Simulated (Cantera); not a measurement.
A closed system holds: 1 mol CF4, 0.012 mol F2, 1.4 mol H2, held at 10000 Pa.

Equilibrium computed with Cantera from the NASA thermochemical tables; the gas is ideal and each condensed phase is pure. Candidate condensed phases: C, C6H6, C7H8, C8H18; 110 gas species. Ions and electrons are included (thermal ionisation). Equilibrium is a limit: real reactors are often held back by kinetics, nucleation or transport.

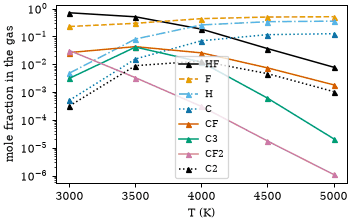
Equilibrium gas composition (values under 1e-9 drawn at 1e-9)

Q: Read off the mole fractions at 3500 K.

A: HF about 0.51, F about 0.30, H about 0.081, CF about 0.043, C3 about 0.041, C about 0.015, C2 about 0.0089, CF2 about 0.0033.
